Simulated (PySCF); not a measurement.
**QCISD(T)/STO-6G run of AlH3S (SMILES [AlH2][SH])**

Aim: the energy change on altering one bond length of AlH3S at QCISD(T)/STO-6G, from 2 runs. The job is set up through a Python script.

The calculation is run with PySCF 2.14.0.

13 further runs of the same task are left out: 1 that didn't finish, 12 set aside as unsound or not needed.

**1. The system as given**

The species is AlH3S (5 atoms), meant as a singlet with charge 0. As SMILES, `[AlH2][SH]`. Geometry: relaxed at PBE0-D4/def2-TZVP.

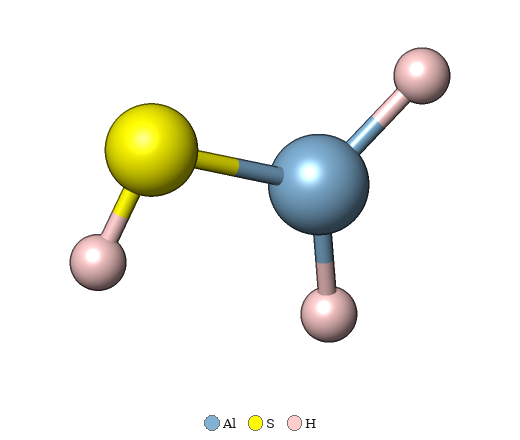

The structure, seen from a chosen angle (aluminium light blue, sulfur yellow, hydrogen pink).

**2. The energy at QCISD(T)/STO-6G**

Input file calc.py:

```python
from pyscf import gto, cc

mol = gto.M(
    atom=[
    ('Al', (-0.616100, -0.064200, -0.181700)),
    ('S', (1.129100, -0.343100, 1.096600)),
    ('H', (-1.981700, -0.650100, 0.351100)),
    ('H', (-0.441100, 0.696000, -1.556400)),
    ('H', (1.959700, 0.287800, 0.249000)),
],
    spin=0,
    basis='sto-6g',
    verbose=3,
    charge=0,
    max_memory=1860,
)

mf = mol.RHF()
mf.conv_tol = 1e-10
mf.kernel()
if not mf.converged:
    mf = mf.newton().run(mf.mo_coeff, mf.mo_occ)

mycc = cc.QCISD(mf, frozen=10)
mycc.kernel()
e_t = mycc.qcisd_t()
etot = mycc.e_tot + e_t
print('E = %.10f Eh' % etot)
```

Started as:

```
$ OMP_NUM_THREADS=1 python calc.py
```

Standard output:

```text
converged SCF energy = -638.910380433462
E(QCISD) = -638.9886969385801  E_corr = -0.07831650511793596
QCISD(T) correction = -0.000970736961765839
E = -638.9896676755 Eh
```

Run time: 2.1 s. Hardware: 1 thread of AMD EPYC 7R43 (Zen 3), shared host; peak memory 0.1 GiB.

**3. The distorted shape at the same level**

Input file job.py:

```python
from pyscf import gto, scf, cc

mol = gto.Mole()
mol.atom = '''
Al    -3.989527    -2.267312     2.539728
S     -0.691577    -2.794357     4.955365
H     -6.570137    -3.374503     3.546574
H     -3.658825    -0.830743    -0.058079
H      3.703296     0.543863     0.470542
'''
mol.charge = 0
mol.max_memory = 1860
mol.basis = 'sto-6g'
mol.verbose = 4
mol.unit = 'bohr'
mol.build()

mf = scf.RHF(mol)
mf.conv_tol = 1e-10
mf.kernel()
if not mf.converged:
    mf = mf.newton().run(mf.mo_coeff, mf.mo_occ)

mycc = cc.QCISD(mf, frozen=10)
mycc.kernel()
e_t = mycc.qcisd_t()
e_final = mycc.e_tot + e_t
print('Final energy', e_final)
```

Started as:

```
$ OMP_NUM_THREADS=1 python job.py
```

Standard output:

```text
PySCF version 2.14.0

[INPUT] num. atoms = 5
[INPUT] num. electrons = 32
[INPUT] charge = 0
[INPUT] spin (= nelec alpha-beta = 2S) = 0
[INPUT] symmetry False subgroup None
[INPUT] Mole.unit = bohr
[INPUT] Symbol           X                Y                Z      unit          X                Y                Z       unit  Magmom
[INPUT]  1 Al    -2.111166770750  -1.199809840445   1.343966179535 AA   -3.989527000000  -2.267312000000   2.539728000000 Bohr   0.0
[INPUT]  2 S     -0.365966787996  -1.478710043575   2.622266229791 AA   -0.691577000000  -2.794357000000   4.955365000000 Bohr   0.0
[INPUT]  3 H     -3.476766773022  -1.785710085781   1.876766137641 AA   -6.570137000000  -3.374503000000   3.546574000000 Bohr   0.0
[INPUT]  4 H     -1.936166808744  -0.439610263731  -0.030734083233 AA   -3.658825000000  -0.830743000000  -0.058079000000 Bohr   0.0
[INPUT]  5 H      1.959699848491   0.287799905463   0.249000103181 AA    3.703296000000   0.543863000000   0.470542000000 Bohr   0.0

nuclear repulsion = 68.6090649137592
number of shells = 13
number of NR pGTOs = 126
number of NR cGTOs = 21
basis = sto-6g
ecp = {}

******** <class 'pyscf.scf.hf.RHF'> ********
method = RHF
initial guess = minao
damping factor = 0
level_shift factor = 0
DIIS = <class 'pyscf.scf.diis.CDIIS'>
diis_start_cycle = 1
diis_space = 8
diis_damp = 0
SCF conv_tol = 1e-10
SCF conv_tol_grad = None
SCF max_cycles = 50
direct_scf = True
direct_scf_tol = 1e-13
Set gradient conv threshold to 1e-05
Initial guess from minao.
init E= -637.905219172838
  HOMO = -0.272239253977213  LUMO = -0.153631429895541  gap/eV = 3.22748
cycle= 1 E= -638.147250379953  delta_E= -0.242  |g|= 0.383  |ddm|= 2.42
  HOMO = 0.11795129882278  LUMO = 0.139607155715396  gap/eV = 0.58929
cycle= 2 E= -638.121160110735  delta_E= 0.0261  |g|= 0.651  |ddm|= 3.29
  HOMO = -0.148284435371254  LUMO = -0.00740066289988794  gap/eV = 3.83364
cycle= 3 E= -638.301052926954  delta_E= -0.18  |g|= 0.316  |ddm|= 0.754
  HOMO = -0.0515261052362566  LUMO = -0.0131572403026767  gap/eV = 1.04407
cycle= 4 E= -638.458534298637  delta_E= -0.157  |g|= 0.286  |ddm|= 2.41
  HOMO = -0.0701571777857855  LUMO = 0.0368243893884705  gap/eV = 2.91112
cycle= 5 E= -638.346234399789  delta_E= 0.112  |g|= 0.394  |ddm|= 0.54
  HOMO = -0.0690898910818377  LUMO = 0.0364715748211198  gap/eV = 2.87247
cycle= 6 E= -638.339280804534  delta_E= 0.00695  |g|= 0.396  |ddm|= 0.0321
  HOMO = -0.105904015936436  LUMO = 0.00518486809874819  gap/eV = 3.02288
cycle= 7 E= -638.516808179516  delta_E= -0.178  |g|= 0.135  |ddm|= 1.64
  HOMO = -0.122071440739847  LUMO = 0.0437359908709676  gap/eV = 4.51185
cycle= 8 E= -638.529536983278  delta_E= -0.0127  |g|= 0.0507  |ddm|= 0.474
  HOMO = -0.119462256244476  LUMO = 0.0315685870755096  gap/eV = 4.10976
cycle= 9 E= -638.531341458036  delta_E= -0.0018  |g|= 0.00942  |ddm|= 0.145
  HOMO = -0.1215798937575  LUMO = 0.0343086198169585  gap/eV = 4.24194
cycle= 10 E= -638.531416067247  delta_E= -7.46e-05  |g|= 0.00341  |ddm|= 0.0251
  HOMO = -0.120814799481938  LUMO = 0.0340005363638074  gap/eV = 4.21274
cycle= 11 E= -638.531429082318  delta_E= -1.3e-05  |g|= 0.000228  |ddm|= 0.0187
  HOMO = -0.120743350414104  LUMO = 0.0340294941363236  gap/eV = 4.21158
cycle= 12 E= -638.531429007622  delta_E= 7.47e-08  |g|= 0.000397  |ddm|= 0.00153
  HOMO = -0.12076886606405  LUMO = 0.0339967685106388  gap/eV = 4.21139
cycle= 13 E= -638.531429123428  delta_E= -1.16e-07  |g|= 1.73e-05  |ddm|= 0.000946
  HOMO = -0.120764756603177  LUMO = 0.0339905806330231  gap/eV = 4.21111
cycle= 14 E= -638.531429123682  delta_E= -2.54e-10  |g|= 1.13e-06  |ddm|= 6.25e-05
  HOMO = -0.120764907010906  LUMO = 0.0339910462196866  gap/eV = 4.21112
cycle= 15 E= -638.531429123684  delta_E= -1.59e-12  |g|= 2.08e-07  |ddm|= 4.07e-06
  HOMO = -0.120764988290838  LUMO = 0.0339910620422414  gap/eV = 4.21113
Extra cycle  E= -638.531429123682  delta_E= 1.36e-12  |g|= 4.21e-07  |ddm|= 1.48e-06
converged SCF energy = -638.531429123682

******** <class 'pyscf.cc.qcisd.QCISD'> ********
QCISD nocc = 6, nmo = 11
frozen orbitals 10
max_cycle = 50
direct = 0
conv_tol = 1e-07
conv_tol_normt = 1e-05
diis_space = 6
diis_start_cycle = 0
diis_start_energy_diff = 1e+09
Init t2, MP2 energy = -638.794655228287  E_corr(MP2) -0.263226104604196
Init E_corr(QCISD) = -0.26322610460465
cycle = 1  E_corr(QCISD) = -0.275841372390983  dE = -0.0126152678  norm(t1,t2) = 0.352108
cycle = 2  E_corr(QCISD) = -0.330410266746944  dE = -0.0545688944  norm(t1,t2) = 0.72022
cycle = 3  E_corr(QCISD) = -0.29847306338253  dE = 0.0319372034  norm(t1,t2) = 1.77086
cycle = 4  E_corr(QCISD) = -0.297778455453886  dE = 0.000694607929  norm(t1,t2) = 0.044373
cycle = 5  E_corr(QCISD) = -0.300003933828969  dE = -0.00222547838  norm(t1,t2) = 0.0122285
cycle = 6  E_corr(QCISD) = -0.300393416814397  dE = -0.000389482985  norm(t1,t2) = 0.00715307
cycle = 7  E_corr(QCISD) = -0.300274031188418  dE = 0.000119385626  norm(t1,t2) = 0.0032988
cycle = 8  E_corr(QCISD) = -0.300275841639578  dE = -1.81045116e-06  norm(t1,t2) = 0.00175455
cycle = 9  E_corr(QCISD) = -0.300268503646415  dE = 7.33799316e-06  norm(t1,t2) = 0.000370931
cycle = 10  E_corr(QCISD) = -0.300264424717604  dE = 4.07892881e-06  norm(t1,t2) = 0.000137031
cycle = 11  E_corr(QCISD) = -0.300273210398926  dE = -8.78568132e-06  norm(t1,t2) = 7.77677e-05
cycle = 12  E_corr(QCISD) = -0.300269648838105  dE = 3.56156082e-06  norm(t1,t2) = 3.15644e-05
cycle = 13  E_corr(QCISD) = -0.300270320529097  dE = -6.71690992e-07  norm(t1,t2) = 1.30553e-05
cycle = 14  E_corr(QCISD) = -0.300270059672178  dE = 2.60856919e-07  norm(t1,t2) = 6.07715e-06
cycle = 15  E_corr(QCISD) = -0.30026989782458  dE = 1.61847598e-07  norm(t1,t2) = 2.03383e-06
cycle = 16  E_corr(QCISD) = -0.300269935183073  dE = -3.73584934e-08  norm(t1,t2) = 1.51806e-06
QCISD converged
E(QCISD) = -638.8316990588655  E_corr = -0.3002699351830732
QCISD(T) correction = -0.00469264463241128
Final energy -638.836391703498
```

It took 2.8 s on 1 thread of AMD EPYC 7R43 (Zen 3), shared host; peak memory 0.081 GiB.

**4. Summary of results**

Level: QCISD(T)/STO-6G, 10 core orbitals frozen.

```
                                                         quantity          value
                                        first shape: total energy  -638.98967 Eh
                first shape: dipole moment (Hartree–Fock density)         1.50 D
                 first shape: HOMO energy (Hartree–Fock orbitals)       -6.72 eV
                 first shape: LUMO energy (Hartree–Fock orbitals)        8.61 eV
               first shape: HOMO–LUMO gap (Hartree–Fock orbitals)       15.33 eV
        first shape: correlation energy (10 core orbitals frozen)      -79.3 mEh
                                      first shape: (T) correction      -0.97 mEh
                                       first shape: T1 diagnostic          0.014
                                    distorted shape: total energy  -638.83639 Eh
            distorted shape: dipole moment (Hartree–Fock density)         2.77 D
             distorted shape: HOMO energy (Hartree–Fock orbitals)       -3.29 eV
             distorted shape: LUMO energy (Hartree–Fock orbitals)        0.92 eV
           distorted shape: HOMO–LUMO gap (Hartree–Fock orbitals)        4.21 eV
    distorted shape: correlation energy (10 core orbitals frozen)     -305.0 mEh
                                  distorted shape: (T) correction      -4.69 mEh
                                   distorted shape: T1 diagnostic          0.041
energy change with the S2–H5 bond stretched from 1.344 to 3.763 Å       4.171 eV
```

In words: One bond (distorted shape) is far stretched, which a spin-restricted single reference describes badly; perturbation theory on it can break down and give far too much correlation. With the S2–H5 bond stretched from 1.344 to 3.763 Å the energy rises by 4.17 eV (402 kJ/mol). The first shape isn't relaxed at this level, so the change isn't measured from a minimum. A restricted reference can't describe the breaking bond well at this length. The minimal basis adds a large error of its own. The triples (first shape) make up 1.2 % of the correlation energy. The T1 diagnostic (distorted shape) of 0.041 is above the customary mark for such species, so a single reference may not serve. The triples (distorted shape) make up 1.5 % of the correlation energy.
